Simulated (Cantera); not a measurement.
A closed system holds: 1 mol PbO, 4.5 mol CO, 15 mol H2, equilibrated at 1348 K.

Method: chemical equilibrium by Gibbs-energy minimisation in Cantera with the NASA 1993 tables (ideal gas, pure condensed phases). Candidate condensed phases: C, C6H6, C7H8, C8H18, H2O, Pb, PbO, PbO2, Pb3O4; 113 gas species. The numbers say what is thermodynamically allowed, not how fast it happens.

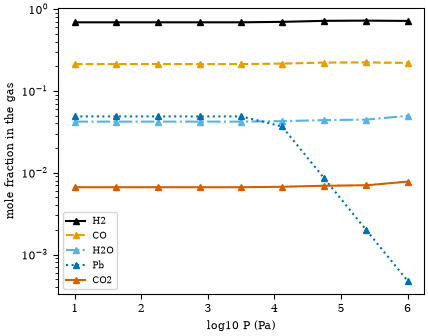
Figure. Equilibrium gas composition (values under 1e-9 drawn at 1e-9)

Q: Read off the mole fractions at 420 Torr.

A: H2 about 0.72, CO about 0.22, H2O about 0.044, Pb about 0.0085, CO2 about 0.0069.
